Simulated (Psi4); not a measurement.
# BHLYP/def2-TZVP run of SiNH5 (SMILES [SiH3]N)

Aim: the vertical singlet–triplet gap of SiNH5 at BHLYP/def2-TZVP, from 2 runs. 

Program for the calculation: Psi4 1.11.

4 further runs of the same task are left out: 3 that didn't finish, 1 set aside as unsound or not needed.

## Step 1: The system as given

SiNH5 has 7 atoms, charge 0, and is taken as a singlet. SMILES: `[SiH3]N`. Geometry: relaxed at PBE0-D4/def2-TZVP.

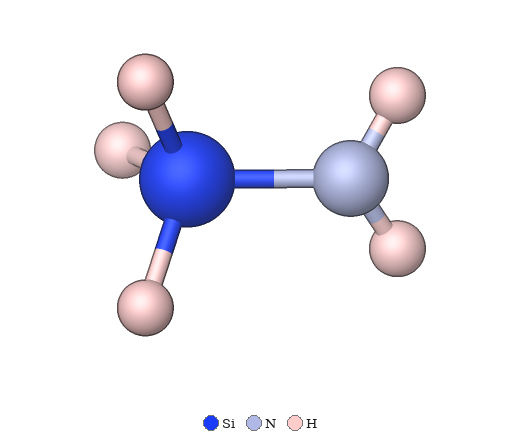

The structure, seen from a chosen angle (silicon blue, nitrogen light blue, hydrogen pink).

## Step 2: A single-point energy at BHLYP/def2-TZVP

The input, h5nsi.in:

```
memory 2200 mb

molecule system {
  0 1
  Si    -0.413010    -0.292700    -0.422350
  N      0.611760     0.348670     0.801280
  H     -0.018320    -1.706330    -0.653330
  H     -1.813170    -0.217090     0.068940
  H     -0.367930     0.402730    -1.743970
  H      0.391580     1.238230     1.219480
  H      1.609100     0.226510     0.729930
  units angstrom
  symmetry c1
}

set {
  basis def2-TZVP
  puream true
  e_convergence 1e-09
  d_convergence 1e-08
  scf_type pk
  dft_radial_points 99
  dft_spherical_points 590
}

e_tot, wfn = energy('bhhlyp', return_wfn=True)
print_variables()
```

On the command line:

```console
$ psi4 h5nsi.in h5nsi.out -n 1
```

h5nsi.out:

```text
[...]
  Running in c1 symmetry.
[...]
  Nuclear repulsion =   64.839844758789525
[...]
  Multiplicity = 1
[...]
  Nalpha       = 13
  Nbeta        = 13
[...]
    Number of basis functions: 98
[...]
   @RKS iter   1:  -347.07626439615024   -3.60688e-01   7.08214e-03 ADIIS/DIIS
[...]
   @RKS iter  10:  -347.26738890696049   -1.19371e-12   2.33585e-09 DIIS
[...]
    Orbital Energies [Eh]
    ---------------------
    Doubly Occupied:
       1A    -67.133869     2A    -14.774857     3A     -5.599015
       4A     -3.863075     5A     -3.862884     6A     -3.862373
       7A     -0.966461     8A     -0.615005     9A     -0.564733
      10A     -0.466984    11A     -0.409462    12A     -0.396636
      13A     -0.322130
[...]
  @RKS Final Energy:  -347.26738890696049
   => Energetics <=
    Nuclear Repulsion Energy =             64.8398447587895248
    One-Electron Energy =                -607.5572997399805217
    Two-Electron Energy =                 210.7757597024917686
    DFT Exchange-Correlation Energy =     -15.3256936282613179
    Empirical Dispersion Energy =           0.0000000000000000
    VV10 Nonlocal Energy =                  0.0000000000000000
    Total Energy =                       -347.2673889069604911
[...]
 Multipole Moments:
 ------------------------------------------------------------------------------------
     Multipole            Electronic (a.u.)      Nuclear  (a.u.)        Total (a.u.)
 ------------------------------------------------------------------------------------
 L = 1.  Multiply by 2.5417464519 to convert [e a0] to [Debye]
 Dipole X            :          0.2328801            0.1220526            0.3549326
 Dipole Y            :          0.1048161            0.2767427            0.3815587
 Dipole Z            :          0.3631557           -0.2689404            0.0942153
 Magnitude           :                                                    0.5295666
[...]
```

Run time: 33 s. Hardware: 1 thread of Intel Xeon at 2.50GHz (Skylake/Cascade Lake), shared host; peak memory 0.9 GiB.

## Step 3: The triplet, same level

The input, input.json:

```json
{
  "schema_name": "qcschema_input",
  "schema_version": 1,
  "molecule": {
    "schema_name": "qcschema_molecule",
    "schema_version": 2,
    "symbols": ["Si", "N", "H", "H", "H", "H", "H"],
    "geometry": [-0.78047579, -0.55312284, -0.79812583, 1.15605885, 0.65889081, 1.51419975, -0.03461978, -3.22449638, -1.23461477, -3.42639472, -0.41024064, 0.13027772, -0.69528693, 0.7610494, -3.29562567, 0.73997896, 2.33991558, 2.30448321, 3.04075831, 0.42804186, 1.37936779],
    "molecular_charge": 0,
    "molecular_multiplicity": 3,
    "fix_symmetry": "c1"
  },
  "driver": "energy",
  "model": {
    "method": "bhhlyp",
    "basis": "def2-TZVP"
  },
  "keywords": {
    "reference": "uks",
    "puream": true,
    "e_convergence": 1e-09,
    "d_convergence": 1e-08,
    "scf_type": "pk",
    "dft_radial_points": 99,
    "dft_spherical_points": 590,
    "maxiter": 100
  }
}
```

On the command line:

```console
$ psi4 --qcschema input.json -n 1 --memory 2200MB
```

stdout:

```text
[...]
  Running in c1 symmetry.
[...]
  Nuclear repulsion =   64.839844746649206
[...]
  Multiplicity = 3
[...]
  Nalpha       = 14
  Nbeta        = 12
[...]
    Number of basis functions: 98
[...]
   @UKS iter   1:  -346.82351519444876   -1.07938e-01   6.76813e-03 DIIS/ADIIS
[...]
   @UKS iter  16:  -347.04737481466168   -7.38964e-12   3.13840e-09 DIIS
[...]
   @S^2 Observed:                2.007532192E+00
[...]
    Orbital Energies [Eh]
    ---------------------
    Alpha Occupied:
       1A    -67.159862     2A    -14.929631     3A     -5.627314
       4A     -3.893216     5A     -3.890204     6A     -3.889831
       7A     -1.117405     8A     -0.685437     9A     -0.674638
      10A     -0.555121    11A     -0.529394    12A     -0.415873
      13A     -0.415673    14A     -0.098700
    Alpha Virtual:
      15A      0.061353    16A      0.061398    17A      0.078800
      18A      0.082785    19A      0.096870    20A      0.186703
      21A      0.203708    22A      0.222532    23A      0.232935
      24A      0.253405    25A      0.287337    26A      0.299654
[...]
  @UKS Final Energy:  -347.04737481466168
   => Energetics <=
    Nuclear Repulsion Energy =             64.8398447466492058
    One-Electron Energy =                -605.8977582655350034
    Two-Electron Energy =                 209.2742448914237912
    DFT Exchange-Correlation Energy =     -15.2637061871996842
    Empirical Dispersion Energy =           0.0000000000000000
    VV10 Nonlocal Energy =                  0.0000000000000000
    Total Energy =                       -347.0473748146616799
[...]
 Multipole Moments:
 ------------------------------------------------------------------------------------
     Multipole            Electronic (a.u.)      Nuclear  (a.u.)        Total (a.u.)
 ------------------------------------------------------------------------------------
 L = 1.  Multiply by 2.5417464519 to convert [e a0] to [Debye]
 Dipole X            :          0.0508564            0.1220526            0.1729090
 Dipole Y            :         -0.1968315            0.2767427            0.0799111
 Dipole Z            :          0.5336873           -0.2689404            0.2647469
 Magnitude           :                                                    0.3261506
[...]
```

The result, in JSON:

```text
{
 "driver": "energy",
 "model": {
  "method": "bhhlyp",
  "basis": "def2-TZVP"
 },
 "success": true,
 "return_result": -347.0473748146617,
 "properties": {
  "calcinfo_nbasis": 98,
  "calcinfo_nmo": 98,
  "calcinfo_nalpha": 14,
  "calcinfo_nbeta": 12,
  "calcinfo_natom": 7,
  "nuclear_repulsion_energy": 64.8398447466492,
  "return_energy": -347.0473748146617,
  "scf_one_electron_energy": -605.897758265535,
  "scf_two_electron_energy": 209.2742448914238,
  "scf_xc_energy": -15.263706187199684,
  "scf_dipole_moment": [0.1729090041476118, 0.0799111411926674, 0.2647468762328682],
  "scf_total_energy": -347.0473748146617,
  "scf_iterations": 16
 }
}
```

Wall time 73 s (1 thread of Intel Xeon at 2.50GHz (Skylake/Cascade Lake), shared host); peak memory 0.91 GiB.

## Step 4: Results

Level: BHLYP/def2-TZVP.

```
                                        quantity          value
                           singlet: total energy  -347.26739 Eh
                          singlet: dipole moment         1.35 D
                            singlet: HOMO energy       -8.77 eV
                            singlet: LUMO energy        1.05 eV
                          singlet: HOMO–LUMO gap        9.82 eV
                           triplet: total energy  -347.04737 Eh
                          triplet: dipole moment         0.83 D
     triplet: HOMO energy (highest over α and β)       -2.69 eV
                                   triplet: ⟨S²⟩          2.008
vertical energy of the triplet above the singlet       5.987 eV
```

In words: At this shape the triplet lies 5.99 eV (138 kcal/mol) above the singlet.
